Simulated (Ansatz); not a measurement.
## Electron scattering at the Σ9 (114) boundary in bcc Mo

Aim: the relaxed structure and the specific resistance of the Σ9 (114) boundary in bcc Mo.

Calculated with Ansatz 0.2.0; Ansatz plane-wave DFT, r2SCAN, PAW files; relaxation of a bicrystal slab with its lowest layers held; PAW set soft_1, in the first sound run; inputs show where later runs differ.

## 1. Set-up

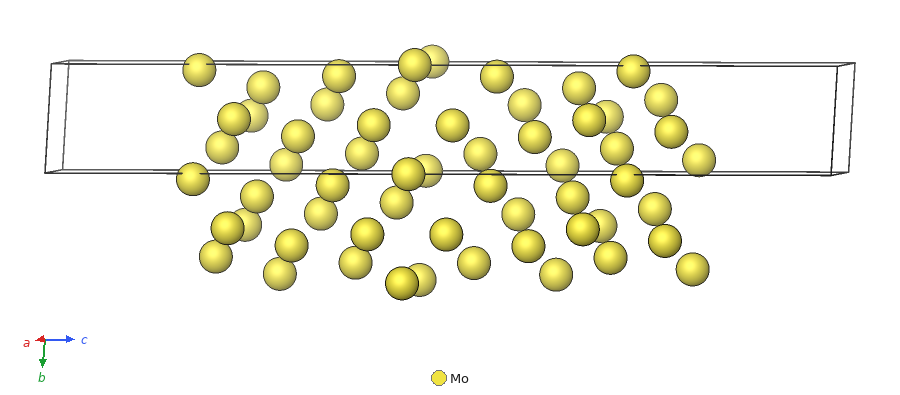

The cell as given, from the side, with the c axis across the page (molybdenum yellow). 1×2×1 cells are drawn. Some periodic images of atoms are drawn too.

The cell holds 25 atoms: 25 Mo. Cell: a = 5.219 Å, b = 4.451 Å, c = 29.544 Å, α = 90.0°, β = 90.0°, γ = 64.8°. It derives from Mo. built on the (1 1 4) plane; 2 overlapping atoms removed and the grains opened by 0 Å. Vacuum lies along c.

## 2. Relaxing the bicrystal

The boundary is built by mirroring the lower grain in the boundary plane and removing any atoms that overlap. A thin bicrystal slab is relaxed first, with the lowest layers held and the upper grain free to shift and open.

input.yaml

```yaml
crystal:
  lattice:
    - [5.2187091076, 0.0, 0.0]
    - [1.8977124028, 4.0256559262, 0.0]
    - [0.0, 0.0, 29.5438753375]
  atoms:
    - { symbol: Mo, position: [0.8888888887, 0.0555555556, 0.1692398151] }
    - { symbol: Mo, position: [0.4444444443, 0.7777777778, 0.1943467114] }
    - { symbol: Mo, position: [0.9999999999, 0.5, 0.2194536077] }
    - { symbol: Mo, position: [0.5555555555, 0.2222222223, 0.2445605039] }
    - { symbol: Mo, position: [0.111111111, 0.9444444445, 0.2696674002] }
    - { symbol: Mo, position: [0.6666666666, 0.6666666667, 0.2947742965] }
    - { symbol: Mo, position: [0.2222222222, 0.3888888889, 0.3198811927] }
    - { symbol: Mo, position: [0.7777777777, 0.1111111111, 0.344988089] }
    - { symbol: Mo, position: [0.3333333333, 0.8333333333, 0.3700949853] }
    - { symbol: Mo, position: [0.8888888889, 0.5555555556, 0.3952018815] }
    - { symbol: Mo, position: [0.4444444444, 0.2777777778, 0.4203087778] }
    - { symbol: Mo, position: [0.0, 0.0, 0.4454156741] }
    - { symbol: Mo, position: [0.8888888889, 0.5555555556, 0.4956294666] }
    - { symbol: Mo, position: [0.3333333333, 0.8333333333, 0.5207363629] }
    - { symbol: Mo, position: [0.7777777777, 0.1111111111, 0.5458432592] }
    - { symbol: Mo, position: [0.2222222222, 0.3888888889, 0.5709501554] }
    - { symbol: Mo, position: [0.6666666666, 0.6666666667, 0.5960570517] }
    - { symbol: Mo, position: [0.111111111, 0.9444444445, 0.621163948] }
    - { symbol: Mo, position: [0.5555555555, 0.2222222223, 0.6462708442] }
    - { symbol: Mo, position: [0.9999999999, 0.5, 0.6713777405] }
    - { symbol: Mo, position: [0.4444444443, 0.7777777778, 0.6964846368] }
    - { symbol: Mo, position: [0.8888888887, 0.0555555556, 0.721591533] }
    - { symbol: Mo, position: [0.3333333332, 0.3333333334, 0.7466984293] }
    - { symbol: Mo, position: [0.7777777776, 0.6111111112, 0.7718053256] }
    - { symbol: Mo, position: [0.222222222, 0.888888889, 0.7969122219] }
kpoints:
  mp_grid: { grid: [6, 6, 1] }
hamiltonian:
  xc: r2scan
  pseudopotentials: { kind: paw, azcp: { folder: soft_1 } }
scf:
  occupations: { method: fermi_dirac, width: 0.1 }
relax:
  f_tol: 0.03
  max_steps: 80
  constraints: [{ sites: [0, 1, 2, 3, 4] }]
```

The run is started by

```
$ ansatz run input.yaml --threads 4 --pin off --max-ram 15360MiB --backend cpu --events-out ev --progress --plain --runs-dir out
```

Numbers of over 12 decimals in the logs are rounded to 6 here.

Output:

```text
Engine: ansatz 0.2.0, aarch64-unknown-linux-gnu
Pseudopotentials: kind: paw
Pseudopotential: Mo, paw, valence charge 14, recommended cutoff 500 eV (meta_gga), soft_1/Mo.paw.azcp
Functional definition: r2SCAN
  parameter k0 = 0.174
  parameter k1 = 0.065
  parameter a1 = 4.9479
  exchange = r2scan_x(k0 = k0, k1 = k1, a1 = a1)
  correlation = r2scan_c
Crystal: 25 atoms, lattice volume = 620.679 Å³
Basis set: ecut = 500 eV, 15783 PW (Γ), exchange–correlation on 160×144×864 points (64 copies of the dense FFT grid, shifted against one another)
Bands: 210, of which v1, the nominal top of the filled ones, is band 175 counted from 1 (174 counted from 0)
Symmetry: 2 space group operations
Space group: Cm (ITA 8), of the structure as read, at distance tolerance 8.5e-5 Å
k-points: 13 of 36 (time reversal used)
Non-local potential: Mo, projectors of the file, l = 0: 3, l = 1: 2, l = 2: 2, l = 3: 1
PAW form: soft (Blöchl's): semilocal exchange-correlation on the pseudo side does not see the compensation charge
PAW frozen core: Mo, regenerated for the run's functional (the file was generated under x = pbe(κ = 0.804, μ = 0.219515), c = pbe(β = 0.066725))
PAW one-centre angular grid: Mo, 590 points (default); XC on 160 Gauss nodes
Initial density: superposition of atomic densities (neutral atoms: chi_scale 0, normalization atom)
Initial wavefunctions: pseudopotential atomic-orbital guess
Functional: x = r2scan, c = r2scan; τ floored in thin density (d = 2e-4 eV/Å³)
SCF iter   1: F=—  HF=-124193.796591 eV  |F-HF|=—  |Δ(HF+E_count)|=         —  Δρ=8.59e-2  dr2=2.45e2  dr2_τ=1.85e0  ethr=3.10e-3  ⟨swp⟩=8.2  Hψ=12457  notcnv=0
preconditioner: auto → LDOS  [metal: Δε(μ)=0.015 eV  Ē_g=4.477 eV  σ=0.100 eV  W_gap=0.04  n_scr=148 (ndim 8)  ℏωp=18.3 eV  f_vac=0.288  D(μ)=18.53/eV (n_scr^D=122)  β→1.0]
SCF iter   2: F=—  HF=-124187.207743 eV  |F-HF|=—  |Δ(HF+E_count)|=    6.59e0  Δρ=6.97e-2  dr2=2.80e2  dr2_τ=6.51e0  ethr=3.10e-3  ⟨swp⟩=6.5  Hψ=8190  notcnv=0
SCF iter   3: F=—  HF=-124177.695350 eV  |F-HF|=—  |Δ(HF+E_count)|=    9.51e0  Δρ=1.39e-2  dr2=5.63e0  dr2_τ=2.82e-1  ethr=3.10e-3  ⟨swp⟩=5.2  Hψ=6791  notcnv=0
SCF iter   4: F=—  HF=-124177.932361 eV  |F-HF|=—  |Δ(HF+E_count)|=   2.37e-1  Δρ=5.04e-3  dr2=1.88e-1  dr2_τ=2.41e-2  ethr=1.61e-3  ⟨swp⟩=2.8  Hψ=3889  notcnv=0
SCF iter   5: F=—  HF=-124177.909839 eV  |F-HF|=—  |Δ(HF+E_count)|=   2.25e-2  Δρ=1.71e-3  dr2=1.88e-1  dr2_τ=2.72e-3  ethr=5.37e-5  ⟨swp⟩=4.4  Hψ=7119  notcnv=0  defer=1
SCF iter   6: F=—  HF=-124177.909633 eV  |F-HF|=—  |Δ(HF+E_count)|=   2.06e-4  Δρ=6.79e-4  dr2=2.12e-2  dr2_τ=6.07e-4  ethr=5.36e-5  ⟨swp⟩=1.1  Hψ=2827  notcnv=0
SCF iter   7: F=—  HF=-124177.909590 eV  |F-HF|=—  |Δ(HF+E_count)|=   4.31e-5  Δρ=1.44e-4  dr2=3.12e-4  dr2_τ=2.79e-5  ethr=6.06e-6  ⟨swp⟩=2.1  Hψ=3277  notcnv=0
SCF iter   8: F=—  HF=-124177.909709 eV  |F-HF|=—  |Δ(HF+E_count)|=   1.19e-4  Δρ=6.16e-5  dr2=4.45e-5  dr2_τ=5.49e-6  ethr=8.91e-8  ⟨swp⟩=3.5  Hψ=5338  notcnv=0
SCF iter   9: F=-124177.909714 eV  HF=-124177.909718 eV  |F-HF|=3.66e-6  |Δ(HF+E_count)|=   8.54e-6  Δρ=2.18e-5  dr2=7.74e-6  dr2_τ=6.46e-7  ethr=6.43e-9  ⟨swp⟩=5.0  Hψ=9157  notcnv=0
SCF 1 converged in 9 iterations: F = -124177.909714 eV  dr2 = 7.74e-6
  greatest PAW one-centre occupation: 1.000 electrons in one spin orbital (limit 2), on the Mo atom at site 15 (counted from 0), in its partial waves of l = 0
relax step   1: F+E_penalty+E_count = -124177.90971433 eV  Δ(F+E_penalty+E_count) = +0.000e0 eV  max|allowed force component| = 2.437e0 eV/Å  Δτ_max = 0.0000 Å  (9 SCF iters, dr2 threshold 2.25e-5 eV, accepted)
Initial density: handed on by an earlier stage of this run
Initial wavefunctions: those handed on with the density
iter 1 solved again at ethr=3.13e-4 eV; its pass at ethr=3.10e-3 eV (dr2=1.10e0 eV) is discarded
SCF iter   1: F=—  HF=-124176.426821 eV  |F-HF|=—  |Δ(HF+E_count)|=         —  Δρ=1.00e-2  dr2=1.13e0  dr2_τ=6.35e0  ethr=3.13e-4  ⟨swp⟩=1.8  Hψ=9048  notcnv=0
preconditioner: auto → LDOS  [metal: Δε(μ)=0.005 eV  Ē_g=4.059 eV  σ=0.100 eV  W_gap=0.01  n_scr=148 (ndim 8)  ℏωp=18.3 eV  f_vac=0.295  D(μ)=19.23/eV (n_scr^D=128)  β→1.0]
SCF iter   2: F=—  HF=-124178.503506 eV  |F-HF|=—  |Δ(HF+E_count)|=    2.08e0  Δρ=5.20e-3  dr2=6.21e-1  dr2_τ=4.36e-2  ethr=3.13e-4  ⟨swp⟩=4.2  Hψ=5652  notcnv=0
SCF iter   3: F=—  HF=-124178.470872 eV  |F-HF|=—  |Δ(HF+E_count)|=   3.26e-2  Δρ=1.54e-3  dr2=1.11e-1  dr2_τ=1.66e-3  ethr=1.77e-4  ⟨swp⟩=2.0  Hψ=3970  notcnv=0
SCF iter   4: F=—  HF=-124178.473797 eV  |F-HF|=—  |Δ(HF+E_count)|=   2.93e-3  Δρ=1.12e-3  dr2=2.04e-2  dr2_τ=1.83e-3  ethr=3.16e-5  ⟨swp⟩=2.1  Hψ=3822  notcnv=0
SCF iter   5: F=—  HF=-124178.470996 eV  |F-HF|=—  |Δ(HF+E_count)|=   2.80e-3  Δρ=2.04e-4  dr2=6.67e-4  dr2_τ=8.30e-5  ethr=5.83e-6  ⟨swp⟩=3.0  Hψ=4792  notcnv=0
SCF iter   6: F=-124178.470933 eV  HF=-124178.470924 eV  |F-HF|=8.58e-6  |Δ(HF+E_count)|=   7.16e-5  Δρ=5.70e-5  dr2=3.26e-5  dr2_τ=2.95e-6  ethr=2.86e-8  ⟨swp⟩=3.0  Hψ=11588  notcnv=0
SCF 2 converged in 6 iterations: F = -124178.470933 eV  dr2 = 3.26e-5
  greatest PAW one-centre occupation: 1.000 electrons in one spin orbital (limit 2), on the Mo atom at site 21 (counted from 0), in its partial waves of l = 0
relax step   2: F+E_penalty+E_count = -124178.47093259 eV  Δ(F+E_penalty+E_count) = -5.612e-1 eV  max|allowed force component| = 6.069e-1 eV/Å  Δτ_max = 0.1949 Å  (6 SCF iters, dr2 threshold 1.00e-4 eV, accepted)
SCF iter   1: F=—  HF=-124172.801077 eV  |F-HF|=—  |Δ(HF+E_count)|=         —  Δρ=1.95e-2  dr2=2.82e1  dr2_τ=2.47e1  ethr=3.10e-3  ⟨swp⟩=5.3  Hψ=7174  notcnv=0
preconditioner: auto → LDOS  [metal: Δε(μ)=0.021 eV  Ē_g=4.089 eV  σ=0.100 eV  W_gap=0.05  n_scr=148 (ndim 8)  ℏωp=18.3 eV  f_vac=0.301  D(μ)=19.01/eV (n_scr^D=128)  β→1.0]
SCF iter   2: F=—  HF=-124178.854885 eV  |F-HF|=—  |Δ(HF+E_count)|=    6.05e0  Δρ=9.41e-3  dr2=3.72e0  dr2_τ=1.37e-1  ethr=3.10e-3  ⟨swp⟩=2.8  Hψ=5329  notcnv=0
SCF iter   3: F=—  HF=-124178.767748 eV  |F-HF|=—  |Δ(HF+E_count)|=   8.71e-2  Δρ=2.46e-3  dr2=3.48e-1  dr2_τ=8.31e-3  ethr=1.06e-3  ⟨swp⟩=2.8  Hψ=3169  notcnv=0
SCF iter   4: F=—  HF=-124178.764189 eV  |F-HF|=—  |Δ(HF+E_count)|=   3.56e-3  Δρ=1.34e-3  dr2=3.62e-2  dr2_τ=3.18e-3  ethr=9.94e-5  ⟨swp⟩=2.0  Hψ=4029  notcnv=0
SCF iter   5: F=—  HF=-124178.762216 eV  |F-HF|=—  |Δ(HF+E_count)|=   1.97e-3  Δρ=4.63e-4  dr2=3.80e-3  dr2_τ=4.47e-4  ethr=1.04e-5  ⟨swp⟩=2.2  Hψ=3852  notcnv=0
SCF iter   6: F=—  HF=-124178.762423 eV  |F-HF|=—  |Δ(HF+E_count)|=   2.07e-4  Δρ=8.44e-5  dr2=1.79e-4  dr2_τ=8.94e-6  ethr=1.09e-6  ⟨swp⟩=2.6  Hψ=3878  notcnv=0
[...]
relax step   6: F+E_penalty+E_count = -124178.97071051 eV  Δ(F+E_penalty+E_count) = -7.785e-3 eV  max|allowed force component| = 8.395e-2 eV/Å  Δτ_max = 0.0212 Å  (6 SCF iters, dr2 threshold 5.15e-6 eV, accepted)
relax step   7: F+E_penalty+E_count = -124178.97227133 eV  Δ(F+E_penalty+E_count) = -1.561e-3 eV  max|allowed force component| = 5.887e-2 eV/Å  Δτ_max = 0.0174 Å  (6 SCF iters, dr2 threshold 1.52e-6 eV, accepted)
relax step   8: F+E_penalty+E_count = -124178.97221312 eV  Δ(F+E_penalty+E_count) = +5.821e-5 eV  max|allowed force component| = 9.931e-2 eV/Å  Δτ_max = 0.0247 Å  (7 SCF iters, dr2 threshold 1.02e-6 eV, rejected (line search))
relax step   9: F+E_penalty+E_count = -124178.97227157 eV  Δ(F+E_penalty+E_count) = -2.367e-7 eV  max|allowed force component| = 5.873e-2 eV/Å  Δτ_max = 0.0000 Å  (8 SCF iters, accepted)
relax step  10: F+E_penalty+E_count = -124178.97221535 eV  Δ(F+E_penalty+E_count) = +5.621e-5 eV  max|allowed force component| = 9.965e-2 eV/Å  Δτ_max = 0.0270 Å  (7 SCF iters, dr2 threshold 1.70e-6 eV, rejected (line search))
SCF iter   1: F=—  HF=-124178.925023 eV  |F-HF|=—  |Δ(HF+E_count)|=         —  Δρ=9.77e-4  dr2=5.76e-3  dr2_τ=7.57e-2  ethr=1.75e-5  ⟨swp⟩=2.0  Hψ=5118  notcnv=0
preconditioner: auto → LDOS  [metal: Δε(μ)=0.018 eV  Ē_g=4.144 eV  σ=0.100 eV  W_gap=0.04  n_scr=148 (ndim 8)  ℏωp=18.3 eV  f_vac=0.311  D(μ)=19.44/eV (n_scr^D=128)  β→1.0]
SCF iter   2: F=—  HF=-124178.973030 eV  |F-HF|=—  |Δ(HF+E_count)|=   4.80e-2  Δρ=6.42e-4  dr2=3.17e-3  dr2_τ=2.93e-4  ethr=1.65e-6  ⟨swp⟩=2.8  Hψ=5608  notcnv=0
SCF iter   3: F=—  HF=-124178.972512 eV  |F-HF|=—  |Δ(HF+E_count)|=   5.18e-4  Δρ=2.04e-4  dr2=3.09e-4  dr2_τ=2.95e-5  ethr=9.07e-7  ⟨swp⟩=2.2  Hψ=4639  notcnv=0
SCF iter   4: F=—  HF=-124178.972559 eV  |F-HF|=—  |Δ(HF+E_count)|=   4.66e-5  Δρ=8.46e-5  dr2=8.79e-5  dr2_τ=1.03e-5  ethr=8.84e-8  ⟨swp⟩=3.0  Hψ=5631  notcnv=0
SCF iter   5: F=—  HF=-124178.973089 eV  |F-HF|=—  |Δ(HF+E_count)|=   5.31e-4  Δρ=2.42e-5  dr2=4.91e-6  dr2_τ=2.66e-7  ethr=2.51e-8  ⟨swp⟩=2.0  Hψ=4327  notcnv=0
SCF iter   6: F=—  HF=-124178.973089 eV  |F-HF|=—  |Δ(HF+E_count)|=   1.72e-7  Δρ=8.31e-6  dr2=7.84e-7  dr2_τ=2.59e-8  ethr=1.40e-9  ⟨swp⟩=2.7  Hψ=4805  notcnv=0
SCF iter   7: F=—  HF=-124178.973089 eV  |F-HF|=—  |Δ(HF+E_count)|=   1.88e-7  Δρ=3.86e-6  dr2=2.33e-7  dr2_τ=1.16e-8  ethr=2.24e-10  ⟨swp⟩=3.2  Hψ=5243  notcnv=0
SCF iter   8: F=-124178.973089 eV  HF=-124178.973089 eV  |F-HF|=2.13e-8  |Δ(HF+E_count)|=   4.12e-8  Δρ=1.27e-6  dr2=1.74e-8  dr2_τ=9.88e-10  ethr=2.86e-11  ⟨swp⟩=5.4  Hψ=9475  notcnv=0
SCF 11 converged in 8 iterations: F = -124178.973089 eV  dr2 = 1.74e-8
relax step  11: F+E_penalty+E_count = -124178.97308914 eV  Δ(F+E_penalty+E_count) = -8.176e-4 eV  max|allowed force component| = 2.600e-2 eV/Å  Δτ_max = 0.0135 Å  (8 SCF iters, accepted)
iter 1 solved again at ethr=4.88e-12 eV; its pass at ethr=3.10e-3 eV (dr2=1.71e-8 eV) is discarded
SCF iter   1: F=—  HF=-124178.973089 eV  |F-HF|=—  |Δ(HF+E_count)|=         —  Δρ=1.27e-6  dr2=1.74e-8  dr2_τ=9.93e-10  ethr=4.88e-12  ⟨swp⟩=2.9  Hψ=12598  notcnv=0
preconditioner: auto → LDOS  [metal: Δε(μ)=0.018 eV  Ē_g=4.144 eV  σ=0.100 eV  W_gap=0.04  n_scr=148 (ndim 8)  ℏωp=18.3 eV  f_vac=0.311  D(μ)=19.45/eV (n_scr^D=128)  β→1.0]
SCF iter   2: F=-124178.973089 eV  HF=-124178.973089 eV  |F-HF|=5.59e-9  |Δ(HF+E_count)|=   9.84e-9  Δρ=5.65e-7  dr2=6.02e-9  dr2_τ=2.16e-10  ethr=4.88e-12  ⟨swp⟩=4.3  Hψ=7163  notcnv=0
SCF 12 converged in 2 iterations: F = -124178.973089 eV  dr2 = 6.02e-9
SCF converged after 2 iterations
Free energy (F): -124178.973089 eV
Harris-Foulkes:  -124178.973089 eV  (|F-HF|=5.59e-9)
Internal energy: -124178.336887 eV  (E = F + TS)
E sigma→0 (E₀):  -124178.654988 eV
Entropy (-TS):   -0.636202 eV (-25.448 meV/atom)
Fermi energy:    11.836744 eV
--- Per-component energies (eV) ---
  E_band       = -4851.041918
  E_kinetic    = 10513.662589
  E_local      = -352193.256374  (includes V_loc(G=0)·N_el)
  E_nonlocal   = 3711.698587
  E_hartree    = 171430.617904
  E_xc         = -4255.843761
  E_vxc        = -6116.836363  (∫ρ·V_xc dr)
  E_paw        = -80709.445790  (= ΣΔE_a)
  E_vpaw       = -4036.561773  (= ΣTr[D̂ρ^β])
  E_aug_tail   = 0.000562  (compensation charges beyond the density's cutoff)
  E_vtau       = 409.029204  (kinetic-family band-sum trace: ∫τ·v_τ [+ j·A + Jᵃ·Aᵃ] dr)
  E_ewald      = 127329.759423
  E_core_change = -5.530026  (= ΣΔE_core)
  E_smearing   = -0.636202  (= −TS)
  E_closure    = -0.000000  (closes the sum)
  Σ components = -124178.973089   (vs F -124178.973089, Δ=0.00e0)
--- Forces (eV/Å), atoms counted from 1 ---
  atom   1  Mo     0.28536215    -0.13452101     2.43226490
  atom   2  Mo    -0.34742996     0.16378006     0.36743365
  atom   3  Mo    -0.13102644     0.06176646    -0.95010211
  atom   4  Mo    -0.07097178     0.03345642    -1.57789218
  atom   5  Mo     0.28045937    -0.13220981    -0.27630792
  atom   6  Mo    -0.00124208     0.00058552     0.00557267
  atom   7  Mo     0.00484216    -0.00228262    -0.00071791
  atom   8  Mo    -0.00118052     0.00055650    -0.00178339
  atom   9  Mo    -0.00065590     0.00030919    -0.00381482
  atom  10  Mo    -0.00042430     0.00020002    -0.00535146
  atom  11  Mo    -0.00857546     0.00404251    -0.00132672
  atom  12  Mo    -0.00174891     0.00082445    -0.00494177
  atom  13  Mo     0.00340853    -0.00160680     0.00089366
  atom  14  Mo     0.00011497    -0.00005420     0.00015210
  atom  15  Mo    -0.00309285     0.00145798     0.00839546
  atom  16  Mo     0.00199409    -0.00094002     0.00204474
  atom  17  Mo    -0.00601860     0.00283720     0.00476242
  atom  18  Mo     0.00139059    -0.00065553    -0.00249352
  atom  19  Mo     0.00443077    -0.00208869     0.01308838
  atom  20  Mo    -0.00023688     0.00011167    -0.00995661
  atom  21  Mo     0.00179939    -0.00084824    -0.00972007
  atom  22  Mo    -0.01747957     0.00823995    -0.00229898
  atom  23  Mo     0.00182770    -0.00086159     0.01074329
  atom  24  Mo    -0.02148182     0.01012663     0.00268663
  atom  25  Mo     0.02600395    -0.01225838    -0.00135485
  max |Σ_I F_I| component: 6.86e-5 eV/Å
--- Relaxed structure (11 steps of the walk, 9 accepted, 0 SCFs on fresh bases) ---
  F+E_penalty+E_count = -124178.97308914 eV   max|allowed force component| = 2.600e-2 eV/Å
  atoms:
    - { symbol: Mo, position: [0.8888888887, 0.055556, 0.1692398151] }
    - { symbol: Mo, position: [0.4444444443, 0.777778, 0.194347] }
    - { symbol: Mo, position: [1.000000, 0.50000000005, 0.2194536077] }
    - { symbol: Mo, position: [0.5555555555, 0.222222, 0.2445605039] }
    - { symbol: Mo, position: [0.111111, 0.9444444445, 0.2696674002] }
    - { symbol: Mo, position: [0.663322, 0.668339, 0.293761] }
    - { symbol: Mo, position: [0.222173, 0.388913, 0.320197] }
    - { symbol: Mo, position: [0.772862, 0.113569, 0.343891] }
    - { symbol: Mo, position: [0.342164, 0.828918, 0.370493] }
    - { symbol: Mo, position: [0.885278, 0.557361, 0.391509] }
    - { symbol: Mo, position: [0.436583, 0.281709, 0.429316] }
    - { symbol: Mo, position: [-0.00966831, 0.00483415, 0.438555] }
    - { symbol: Mo, position: [0.854610, 0.572695, 0.483876] }
    - { symbol: Mo, position: [0.314188, 0.842906, 0.507541] }
    - { symbol: Mo, position: [0.744508, 0.127746, 0.531325] }
    - { symbol: Mo, position: [0.192708, 0.403646, 0.555427] }
    - { symbol: Mo, position: [0.630422, 0.684789, 0.581136] }
    - { symbol: Mo, position: [0.077577, 0.961212, 0.606801] }
    - { symbol: Mo, position: [0.525306, 0.237347, 0.631690] }
    - { symbol: Mo, position: [0.974920, 0.512540, 0.655781] }
    - { symbol: Mo, position: [0.422004, 0.788998, 0.681261] }
    - { symbol: Mo, position: [0.859150, 0.070425, 0.709068] }
    - { symbol: Mo, position: [0.300835, 0.349583, 0.733055] }
    - { symbol: Mo, position: [0.726416, 0.636792, 0.753486] }
    - { symbol: Mo, position: [0.205636, 0.897182, 0.775670] }
```

Elapsed: 19 min, on 4 threads of Arm Neoverse V1, shared host; peak memory 4.5 GiB.

(Part 1 of 3 ends here.)

[Logs are printed without paths, hosts, clocks, repeated set-up lines and the standing remarks that a program may print on its own settings, such as how far it seeks lower states.]

[Hosts, paths, dates, database ids (printed as entryN), source tags and the programs' standing remarks are cut or masked in the printed files.]
